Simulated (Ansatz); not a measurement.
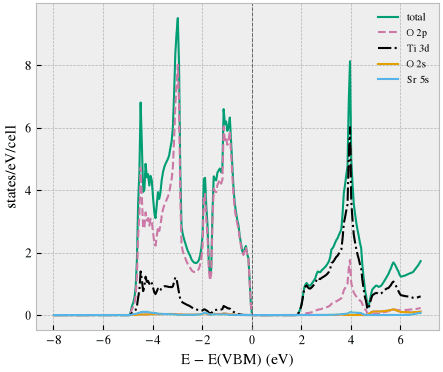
*Total and projected density of states of SrTiO₃ (cubic perovskite, Pm-3m), DFT-LDA in the program Ansatz with PAW potentials*

Q: Which orbitals carry the states next to the gap?

A: Top 1 eV of the valence band: O 2p 95 %. Bottom 1 eV of the conduction band: Ti 3d 88 %, O 2p 9 %. Projections are on Löwdin-orthogonalised atomic valence shells; empty p or d shells of many metals are not among them.

Q: Where is the tallest occupied peak in this window, and what makes it?

A: Near -3.0 eV, about 9.5 states/eV per cell; the largest projected share is O 2p.

The cell was relaxed with LDA under the symmetry of its start. At this level the phase is dynamically unstable (imaginary phonons). The run is not spin-polarised. Spin–orbit coupling is left out wherever it is not named.

Potentials: the later of the program's two PAW sets.
